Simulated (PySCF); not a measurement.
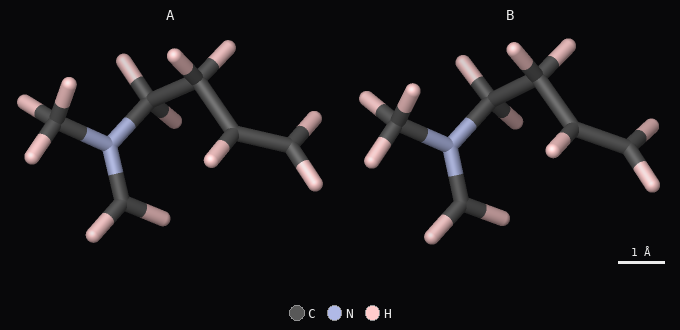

Two geometries of C6H12N (charge +1), drawn at one scale. One is the start of a relaxation, the other its converged end. The picture is a stick view, seen face on.

Computed with PBE0-D3(BJ)/def2-SVP geometry optimisation, gas phase (PySCF 2.14.0, density-fitted response routines). 

Question: Which geometry has the lower energy?

Answer: Structure B is the relaxed one. The start comes from GFN2-xTB. The atom that moves furthest after the best rigid fit is an H atom (0.29 Å). Largest moves by element: H 0.29 Å, C 0.12 Å, N 0.03 Å. Some distances before and after: C–N 1.442 → 1.472 Å, C–H 1.077 → 1.095 Å, C–C 1.322 → 1.336 Å, C–C 1.548 → 1.535 Å. Among the angles between lasting bonds that change: H–C–H 118.2° → 120.6°, N–C–H 109.5° → 107.4°, C–C–H 109.5° → 111.5°. After 9 geometry steps the energy has fallen by 0.094 eV. Largest force component: 1.1 eV/Å at the start, 0.011 eV/Å at the end. The run took about 2.9 core-minutes on a shared host.
